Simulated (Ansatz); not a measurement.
**InNH3 (SMILES [NH2][InH]): methods side by side**

The species is InNH3 (5 atoms), meant as a doublet with charge 0. SMILES: `[NH2][InH]`. Geometry: optimised at wB97X-V/def2-SVP. This is one conformer, not always the lowest.

Each level gives the adiabatic ionisation energy (to the singlet cation, shapes relaxed at wB97X-V/def2-SVP, no zero-point term) (eV). The values are calculated.

```csv
level,kind,program,value (eV),CPU time (all runs)
UHF/def2-TZVPP (core potential),Hartree–Fock,Ansatz,6.18,3.2 s
UBLYP/def2-TZVPP (core potential),GGA,Ansatz,6.53,6.4 s
U-r2SCAN/def2-TZVPP (core potential),meta-GGA,Ansatz,6.66,12 s
UB3LYP/def2-TZVPP (core potential),global hybrid,Ansatz,6.68,7 s
UPBE0-D4/def2-TZVPP (core potential),global hybrid,Ansatz,6.57,6.9 s
UCAM-B3LYP/def2-TZVPP (core potential),range-separated hybrid,Ansatz,6.66,7.9 s
UB2PLYP/def2-TZVPP (core potential),double hybrid,Ansatz,6.54,16 s
UMP2/def2-TZVPP (core potential),perturbation theory,Ansatz,6.45,6.5 s
```

Spin-orbit coupling, which can split open shells on such heavy atoms by tenths of an eV, is left out. The values span 6.18 to 6.68 eV. In the correlated wave-function rows the outer d shell of In is correlated, in sets not made for it. In so small a basis fixed costs decide the times, and correlated methods can beat functionals. CPU times are rough (shared hosts, several kinds of processor and program).

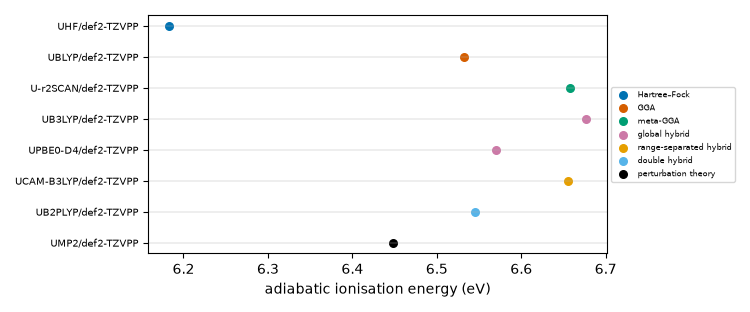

The values of the table, level by level.
